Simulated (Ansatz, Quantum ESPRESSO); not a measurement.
# AgSb (Pm-3m): from the cell to the phonon bands, part 2 of 4

How does AgSb (Pm-3m) vibrate, and is this structure a minimum?

Quantum ESPRESSO 7.5; DFT LDA, scalar-relativistic, plane waves, JTH PAW pseudopotentials.

So far. Step 2 (A probe with smearing): No gap opens on this mesh, so smearing is kept; the start stands at -1.9 GPa. Step 4 (Ground state): The cell stands at 0.008 GPa, close enough for phonons. The relaxed cell has a = 3.477 Å (conventional setting).

The structure was built from a prototype and need not be the compound's stable phase.

### Step 5. Phonons on a q mesh

Linear response treats each wavevector in the unit cell, with no supercell; the 2×2×2 mesh fixes the range of the force constants to be had.

Contents of ph.in:

```
phonons
&INPUTPH
  prefix       = 'x'
  outdir       = './tmp'
  fildyn       = 'x.dyn'
  tr2_ph       = 1.0d-18
  alpha_mix(1) = 0.4
  nmix_ph      = 8
  ldisp        = .true.
  nq1          = 2
  nq2          = 2
  nq3          = 2
/
```

The run is started by

```sh
OMP_NUM_THREADS=1 mpirun -n 4 ph.x -nk 4 -in ph.in > ph.out
```

Numbers of over 12 decimals in the logs are rounded to 6 here.

Output:

```text
[banners, grids, parts of the stress and lines that vanish by symmetry left out]
[banner, memory and clock lines left out]
Program PHONON v.7.5

     ./tmp/x.save/

     file Ag.upf: wavefunction(s)  0S 5P 0P 4D 0D renormalized
     file Sb.upf: wavefunction(s)  0S 0P 4D 0D renormalized

     IMPORTANT: XC functional enforced from input :
     Exchange-correlation= PW
                           (   1   4   0   0   0   0   0)
     Any further DFT definition will be discarded
     Please, verify this is what you really want

     G-vector sticks info

     Check: negative core charge=   -0.000004
     Reading collected, re-writing distributed wavefunctions in ./tmp/

     Dynamical matrices for ( 2, 2, 2)  uniform grid of q-points
     (   4 q-points):
       N         xq(1)         xq(2)         xq(3)
       1   0.000000000   0.000000000   0.000000000
       2   0.000000000   0.000000000  -0.500000000
       3   0.000000000  -0.500000000  -0.500000000
       4  -0.500000000  -0.500000000  -0.500000000

     Number and degeneracy of irreps per q-point
       N         xq(1)         xq(2)         xq(3)   N irreps
       1   0.000000000   0.000000000   0.000000000       2
        3   3
       2   0.000000000   0.000000000  -0.500000000       4
        1   2   1   2
       3   0.000000000  -0.500000000  -0.500000000       4
        1   1   2   2
       4  -0.500000000  -0.500000000  -0.500000000       2
        3   3

     Calculation of q =    0.0000000   0.0000000   0.0000000

     phonons

     bravais-lattice index     =            1
     lattice parameter (alat)  =       6.5710  a.u.
     unit-cell volume          =     283.7249 (a.u.)^3
     number of atoms/cell      =            2
     number of atomic types    =            2
     kinetic-energy cut-off    =      40.0000  Ry
     charge density cut-off    =     200.0000  Ry
     convergence threshold     =      1.0E-18
     beta                      =       0.4000
     number of iterations used =            8
     Exchange-correlation= PW
                           (   1   4   0   0   0   0   0)

     celldm(1)=    6.57102  celldm(2)=    0.00000  celldm(3)=    0.00000
     celldm(4)=    0.00000  celldm(5)=    0.00000  celldm(6)=    0.00000

     crystal axes: (cart. coord. in units of alat)
               a(1) = (  1.0000  0.0000  0.0000 )
               a(2) = (  0.0000  1.0000  0.0000 )
               a(3) = (  0.0000  0.0000  1.0000 )

     reciprocal axes: (cart. coord. in units 2 pi/alat)
               b(1) = (  1.0000  0.0000  0.0000 )
               b(2) = (  0.0000  1.0000  0.0000 )
               b(3) = (  0.0000  0.0000  1.0000 )

     Atoms inside the unit cell:

     Cartesian axes

     site n.  atom      mass           positions (alat units)
        1  Ag    107.8682   tau(    1) = (    0.00000    0.00000    0.00000  )
        2  Sb    121.7600   tau(    2) = (    0.50000    0.50000    0.50000  )

     Computing dynamical matrix for
                    q = (   0.0000000   0.0000000   0.0000000 )

     49 Sym.Ops. (with q -> -q+G )

     G cutoff =  218.7435  (  13517 G-vectors)     FFT grid: ( 30, 30, 30)
     G cutoff =  174.9948  (   9771 G-vectors)  smooth grid: ( 27, 27, 27)

     number of k points=    56  Marzari-Vanderbilt smearing, width (Ry)=  0.0200

     PseudoPot. # 1 for Ag read from file:
     ./pseudo/Ag.upf
     Pseudo is Projector augmented-wave + core cor, Zval = 11.0
     Shape of augmentation charge: BESSEL
     Using radial grid of 1085 points,  6 beta functions with:
                l(1) =   0
                l(2) =   0
                l(3) =   1
                l(4) =   1
                l(5) =   2
                l(6) =   2
     Q(r) pseudized with 0 coefficients

     PseudoPot. # 2 for Sb read from file:
     ./pseudo/Sb.upf
     Pseudo is Projector augmented-wave + core cor, Zval = 15.0
     Shape of augmentation charge: BESSEL
     Using radial grid of 1092 points,  6 beta functions with:
                l(1) =   0
                l(2) =   0
                l(3) =   1
                l(4) =   1
                l(5) =   2
                l(6) =   2
     Q(r) pseudized with 0 coefficients

     Mode symmetry, O_h (m-3m)  point group:

     Atomic displacements:
     There are    2 irreducible representations

     Representation     1      3 modes -  To be done

     Representation     2      3 modes -  To be done

     Alpha used in Ewald sum =   1.9000

     Representation #   1 modes #   1   2   3

     Self-consistent Calculation
      iter #   1   av.it.:   7.4
      thresh= 1.000E-02 alpha_mix =  0.400 |ddv_scf|^2 =  7.977E-06
      iter #   2   av.it.:  11.3
      thresh= 2.824E-04 alpha_mix =  0.400 |ddv_scf|^2 =  5.903E-07
      iter #   3   av.it.:  11.6
      thresh= 7.683E-05 alpha_mix =  0.400 |ddv_scf|^2 =  3.216E-08
      iter #   4   av.it.:  12.0
      thresh= 1.793E-05 alpha_mix =  0.400 |ddv_scf|^2 =  8.981E-10
      iter #   5   av.it.:  12.1
      thresh= 2.997E-06 alpha_mix =  0.400 |ddv_scf|^2 =  5.416E-12
      iter #   6   av.it.:  11.6
      thresh= 2.327E-07 alpha_mix =  0.400 |ddv_scf|^2 =  1.310E-12
      iter #   7   av.it.:  11.7
      thresh= 1.144E-07 alpha_mix =  0.400 |ddv_scf|^2 =  8.157E-15
      iter #   8   av.it.:  11.8
      thresh= 9.032E-09 alpha_mix =  0.400 |ddv_scf|^2 =  5.512E-17
      iter #   9   av.it.:  11.6
      thresh= 7.424E-10 alpha_mix =  0.400 |ddv_scf|^2 =  2.001E-18
      iter #  10   av.it.:  12.2
      thresh= 1.415E-10 alpha_mix =  0.400 |ddv_scf|^2 =  2.150E-21

     End of self-consistent calculation

     Convergence has been achieved

     Representation #   2 modes #   4   5   6

     Self-consistent Calculation
      iter #   1   av.it.:   6.0
      thresh= 1.000E-02 alpha_mix =  0.400 |ddv_scf|^2 =  3.045E-06
      iter #   2   av.it.:  10.7
      thresh= 1.745E-04 alpha_mix =  0.400 |ddv_scf|^2 =  1.840E-07
      iter #   3   av.it.:  10.6
      thresh= 4.289E-05 alpha_mix =  0.400 |ddv_scf|^2 =  5.616E-09
      iter #   4   av.it.:  12.0
      thresh= 7.494E-06 alpha_mix =  0.400 |ddv_scf|^2 =  6.771E-11
[...]
End of self-consistent calculation

     Convergence has been achieved

     Number of q in the star =    1
     List of q in the star:
          1   0.000000000   0.000000000   0.000000000

     Diagonalizing the dynamical matrix

     q = (    0.000000000   0.000000000   0.000000000 )

 **************************************************************************
     freq (    1) =       0.073710 [THz] =       2.458708 [cm-1]
     freq (    2) =       0.073710 [THz] =       2.458708 [cm-1]
     freq (    3) =       0.073710 [THz] =       2.458708 [cm-1]
     freq (    4) =       2.326745 [THz] =      77.611873 [cm-1]
     freq (    5) =       2.326745 [THz] =      77.611873 [cm-1]
     freq (    6) =       2.326745 [THz] =      77.611873 [cm-1]
 **************************************************************************

     Mode symmetry, O_h (m-3m)  point group:

     freq (   1-   3) =          2.5  [cm-1]   --> T_1u G_15  G_4- I
     freq (   4-   6) =         77.6  [cm-1]   --> T_1u G_15  G_4- I

     Calculation of q =    0.0000000   0.0000000  -0.5000000
     [... set-up and bands at k+q left out ...]

     Mode symmetry, D_4h(4/mmm) point group:

     Atomic displacements:
     There are    4 irreducible representations

     Representation     1      1 modes -  To be done

     Representation     2      2 modes -  To be done

     Representation     3      1 modes -  To be done

     Representation     4      2 modes -  To be done

     Message from routine init_vloc:
     Interpolation table for Vloc re-allocated

     Alpha used in Ewald sum =   1.9000

     Representation #   1 mode #   1

     Self-consistent Calculation

[...]
End of self-consistent calculation

     Convergence has been achieved

     Representation #   2 modes #   2   3

     Self-consistent Calculation

[...]
End of self-consistent calculation

     Convergence has been achieved

     Representation #   3 mode #   4

     Self-consistent Calculation

[...]
End of self-consistent calculation

     Convergence has been achieved

     Representation #   4 modes #   5   6

     Self-consistent Calculation

[...]
End of self-consistent calculation

     Convergence has been achieved

     Number of q in the star =    3
     List of q in the star:
          1   0.000000000   0.000000000  -0.500000000
          2   0.000000000  -0.500000000   0.000000000
          3  -0.500000000   0.000000000   0.000000000

     Diagonalizing the dynamical matrix

     q = (    0.000000000   0.000000000  -0.500000000 )

 **************************************************************************
     freq (    1) =       1.075415 [THz] =      35.871977 [cm-1]
     freq (    2) =       1.075415 [THz] =      35.871977 [cm-1]
     freq (    3) =       2.185161 [THz] =      72.889141 [cm-1]
     freq (    4) =       2.185161 [THz] =      72.889141 [cm-1]
     freq (    5) =       2.217456 [THz] =      73.966386 [cm-1]
     freq (    6) =       3.216029 [THz] =     107.275184 [cm-1]
 **************************************************************************

     Mode symmetry, D_4h(4/mmm) point group:

     freq (   1-   2) =         35.9  [cm-1]   --> E_g  X_5  M_5
     freq (   3-   4) =         72.9  [cm-1]   --> E_u  X_5' M_5'
     freq (   5-   5) =         74.0  [cm-1]   --> A_2u X_4' M_4'
     freq (   6-   6) =        107.3  [cm-1]   --> A_1g X_1  M_1

     Calculation of q =    0.0000000  -0.5000000  -0.5000000
     [... set-up and bands at k+q left out ...]

     Mode symmetry, D_4h(4/mmm) point group:

     Atomic displacements:
     There are    4 irreducible representations

     Representation     1      1 modes -  To be done

     Representation     2      1 modes -  To be done

     Representation     3      2 modes -  To be done

     Representation     4      2 modes -  To be done

     Alpha used in Ewald sum =   1.9000

     Representation #   1 mode #   1

     Self-consistent Calculation

[...]
End of self-consistent calculation

     Convergence has been achieved

     Representation #   2 mode #   2

     Self-consistent Calculation

[...]
End of self-consistent calculation

     Convergence has been achieved

     Representation #   3 modes #   3   4

     Self-consistent Calculation

[...]
End of self-consistent calculation

     Convergence has been achieved

     Representation #   4 modes #   5   6

     Self-consistent Calculation

[...]
End of self-consistent calculation

     Convergence has been achieved

     Number of q in the star =    3
     List of q in the star:
          1   0.000000000  -0.500000000  -0.500000000
          2  -0.500000000  -0.500000000   0.000000000
          3  -0.500000000   0.000000000  -0.500000000

     Diagonalizing the dynamical matrix

     q = (    0.000000000  -0.500000000  -0.500000000 )

 **************************************************************************
     freq (    1) =      -1.382532 [THz] =     -46.116298 [cm-1]
     freq (    2) =      -1.382532 [THz] =     -46.116298 [cm-1]
     freq (    3) =       1.267304 [THz] =      42.272721 [cm-1]
     freq (    4) =       1.896652 [THz] =      63.265516 [cm-1]
     freq (    5) =       3.064954 [THz] =     102.235849 [cm-1]
     freq (    6) =       3.064954 [THz] =     102.235849 [cm-1]
 **************************************************************************

     Mode symmetry, D_4h(4/mmm) point group:

     freq (   1-   2) =        -46.1  [cm-1]   --> E_u  X_5' M_5'
     freq (   3-   3) =         42.3  [cm-1]   --> A_2u X_4' M_4'
     freq (   4-   4) =         63.3  [cm-1]   --> B_1u X_2' M_2'
     freq (   5-   6) =        102.2  [cm-1]   --> E_u  X_5' M_5'

     Calculation of q =   -0.5000000  -0.5000000  -0.5000000
     [... set-up and bands at k+q left out ...]

     Mode symmetry, O_h (m-3m)  point group:

     Atomic displacements:
     There are    2 irreducible representations

     Representation     1      3 modes -  To be done

     Representation     2      3 modes -  To be done

     Alpha used in Ewald sum =   1.9000

     Representation #   1 modes #   1   2   3

     Self-consistent Calculation

[...]
End of self-consistent calculation

     Convergence has been achieved

     Representation #   2 modes #   4   5   6

     Self-consistent Calculation

[...]
iter #   3   av.it.:   9.8
      thresh= 3.176E-05 alpha_mix =  0.400 |ddv_scf|^2 =  6.223E-09

      iter #   4   av.it.:  11.0
      thresh= 7.889E-06 alpha_mix =  0.400 |ddv_scf|^2 =  3.384E-11

      iter #   5   av.it.:  10.7
      thresh= 5.817E-07 alpha_mix =  0.400 |ddv_scf|^2 =  3.008E-12

      iter #   6   av.it.:  10.9
      thresh= 1.734E-07 alpha_mix =  0.400 |ddv_scf|^2 =  3.249E-14

      iter #   7   av.it.:  11.4
      thresh= 1.803E-08 alpha_mix =  0.400 |ddv_scf|^2 =  6.855E-17

      iter #   8   av.it.:  10.8
      thresh= 8.279E-10 alpha_mix =  0.400 |ddv_scf|^2 =  1.958E-17

      iter #   9   av.it.:  10.6
      thresh= 4.425E-10 alpha_mix =  0.400 |ddv_scf|^2 =  2.244E-20

     End of self-consistent calculation

     Convergence has been achieved

     Number of q in the star =    1
     List of q in the star:
          1  -0.500000000  -0.500000000  -0.500000000

     Diagonalizing the dynamical matrix

     q = (   -0.500000000  -0.500000000  -0.500000000 )

 **************************************************************************
     freq (    1) =       1.716885 [THz] =      57.269109 [cm-1]
     freq (    2) =       1.716885 [THz] =      57.269109 [cm-1]
     freq (    3) =       1.716885 [THz] =      57.269109 [cm-1]
     freq (    4) =       2.264568 [THz] =      75.537861 [cm-1]
     freq (    5) =       2.264568 [THz] =      75.537861 [cm-1]
     freq (    6) =       2.264568 [THz] =      75.537861 [cm-1]
 **************************************************************************

     Mode symmetry, O_h (m-3m)  point group:

     freq (   1-   3) =         57.3  [cm-1]   --> T_2g G_25' G_5+
     freq (   4-   6) =         75.5  [cm-1]   --> T_1u G_15  G_4-


[key lines of the parts left out:]
the Fermi energy is    13.2708 ev
```

It took 9.9 min on 4 MPI ranks of Arm Neoverse V1, shared host; 39 min of CPU time.

Numbers from this step:

```yaml
largest_acoustic_frequency_at_the_zone_centre_before_the_sum_rule: 2.46 cm⁻¹
highest_optical_zone_centre_mode_no_lo_to_term: 77.61 cm⁻¹
lowest_optical_zone_centre_mode: 77.61 cm⁻¹
lowest_mode_on_the_q_mesh_acoustic_ones_at_the_zone_centre_apart: -46.12 cm⁻¹
```

Frequencies (cm⁻¹) at each irreducible wavevector; negative means imaginary. Frequencies by wavevector:

```
 q (fractions)  star  mode 1  mode 2  mode 3  mode 4  mode 5  mode 6
         0 0 0     1    2.46    2.46    2.46   77.61   77.61   77.61
      0 0 -0.5     3   35.87   35.87   72.89   72.89   73.97   107.3
   0 -0.5 -0.5     3  -46.12  -46.12   42.27   63.27   102.2   102.2
-0.5 -0.5 -0.5     1   57.27   57.27   57.27   75.54   75.54   75.54
```

The acoustic modes at Γ come out as far as 2.5 cm⁻¹ from zero, where they should vanish, a small numerical error.

### Step 6. Fourier transform to real space

The dynamical matrices of the mesh are Fourier-transformed to force constants in real space.

Contents of q2r.in:

```
&INPUT
  fildyn = 'x.dyn'
  zasr   = 'crystal'
  flfrc  = 'x.fc'
/
```

The run is started by

```sh
q2r.x < q2r.in > q2r.out
```

Output:

```text
[banners, grids, parts of the stress and lines that vanish by symmetry left out]
[banner, memory and clock lines left out]
Program Q2R v.7.5

  reading grid info from file x.dyn0

  reading force constants from file x.dyn1
  Dielectric Tensor not found
  nqs=            1
 q=   0.00000000  0.00000000  0.00000000
  reading force constants from file x.dyn2
  nqs=            3
 q=   0.00000000  0.00000000 -0.50000000
[...]
reading force constants from file x.dyn3
  nqs=            3
[...]
q=  -0.50000000  0.00000000 -0.50000000
  reading force constants from file x.dyn4
  nqs=            1
 q=  -0.50000000 -0.50000000 -0.50000000

      q-space grid ok, #points =    8

      fft-check success (sum of imaginary terms < 10^-12)
```

Run time: 0.45 s. Hardware: 1 thread.

### Step 7. Dispersion

From the force constants any wavevector is cheap; points of the mesh come back as solved, but for the sum rule and, in polar crystals, the LO-TO term at Γ; the rest is interpolation.

Contents of matdyn.in:

```
&INPUT
  asr              = 'crystal'
  flfrc            = 'x.fc'
  flfrq            = 'x.freq'
  flvec            = 'x.modes'
  q_in_band_form   = .true.
  q_in_cryst_coord = .true.
/
8
  0.0000000   0.0000000   0.0000000  12  ! GAMMA
  0.0000000   0.5000000   0.0000000  12  ! X
  0.5000000   0.5000000   0.0000000  12  ! M
  0.0000000   0.0000000   0.0000000  12  ! GAMMA
  0.5000000   0.5000000   0.5000000  12  ! R
  0.0000000   0.5000000   0.0000000   1  ! X
  0.5000000   0.5000000   0.5000000  12  ! R
  0.5000000   0.5000000   0.0000000   1  ! M
```

The run is started by

```sh
matdyn.x -in matdyn.in > matdyn.out
```

Output:

```text
[banner, memory and clock lines left out]
Program MATDYN v.7.5

 mass for atomic type   1 not given; uses mass from file x.fc
 mass for atomic type   2 not given; uses mass from file x.fc
 Norm of the difference between old and new effective charges:    0.000000

 Norm of the difference between old and new force-constants:   6.18689e-05

     Message from routine matdyn:
     Z* not found in file x.fc, TO-LO splitting at q=0 will be absent!
     Message from routine matdyn:
     Z* not found in file x.fc, TO-LO splitting at q=0 will be absent!

Note: The following floating-point exceptions are signalling: IEEE_UNDERFLOW_FLAG
```

Wall time 0.46 s (1 thread).

This step gave:

```
lowest frequency on the path : -46.12 cm⁻¹
```

Matdyn.x, sum rule crystal. The phonon branches at the labelled points (cm⁻¹):

```
    point  branch 1  branch 2  branch 3  branch 4  branch 5  branch 6
        Γ         0         0         0        78        78        78
        X        36        36        73        73        74       107
        M       -46       -46        42        63       102       102
        Γ         0         0         0        78        78        78
        R        57        57        57        76        76        76
        X        36        36        73        73        74       107
jump to R        57        57        57        76        76        76
        M       -46       -46        42        63       102       102
```

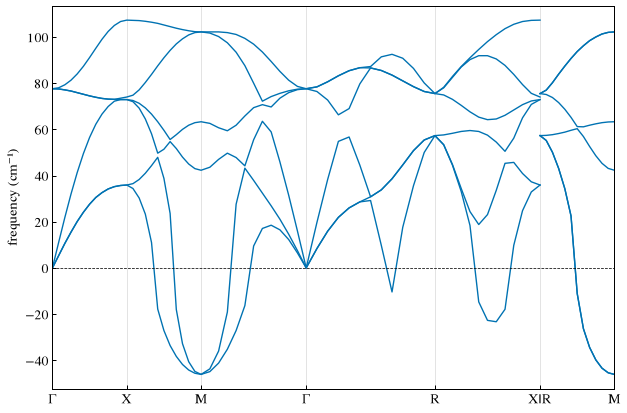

Phonon branches along the path.

Lowest modes at the softest wavevector of the mesh; phase exp(i q.(R + tau)). The modes at q = (0.000, 0.500, 0.500) (shares of kinetic energy by element, %) (negative means imaginary):

```
mode  frequency (cm⁻¹)  Ag %  Sb %
   1             -46.1    54    46
   2             -46.1    54    46
   3              42.3   100     0
   4              63.3     0   100
   5             102.2    46    54
   6             102.2    46    54
```

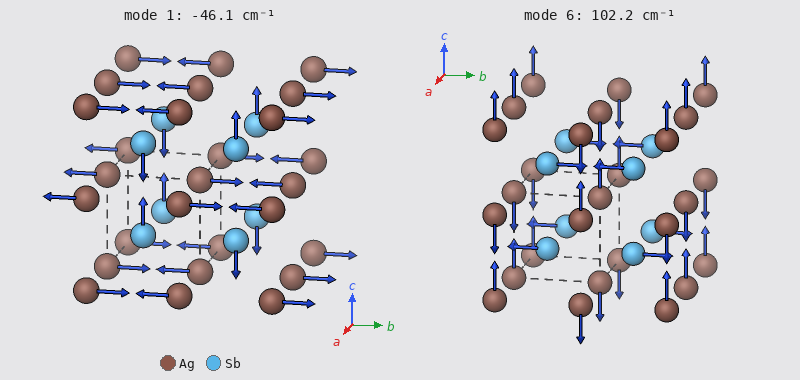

Displacement patterns of modes 1 and 6 at q = (0.000, 0.500, 0.500); arrows are exaggerated. 2×2×2 cells are drawn. Some periodic images of atoms are drawn too.

Force constants by pair (phonopy on the run's constants); pairs near half the supercell's span include their periodic images. Pair force constants, by row:

```
atom  neighbour  distance (Å)  third of the trace (eV/Å²)  along the pair's line (eV/Å²)
 Ag1     itself             0                       1.694                              –
 Ag1         Sb         3.011                     -0.1583                        -0.8191
 Ag1         Ag         3.477                       -0.01                        -0.1461
 Ag1         Ag         4.918                      0.0238                         0.0814
 Ag1         Ag         6.023                     -0.4684                        -0.4684
 Sb2     itself             0                       1.873                              –
 Sb2         Ag         3.011                     -0.1583                        -0.8191
 Sb2         Sb         3.477                     -0.0102                        -0.8204
 Sb2         Sb         4.918                     -0.1685                        -0.5262
 Sb2         Sb         6.023                     -0.0702                        -0.0702
```

Mode patterns, pair constants, displacements and means over the zone were worked out by phonopy from the force constants of q2r.x.

The path dips to 46i cm⁻¹.

(Part 2 of 4 ends here.)

[Host names and launcher messages were left out of these logs when they were recorded.]

[Logs are printed without paths, hosts, clocks, repeated set-up lines and the standing remarks that a program may print on its own settings, such as how far it seeks lower states.]

[Hosts, paths, dates, database ids (printed as entryN), source tags and the programs' standing remarks are cut or masked in the printed files.]
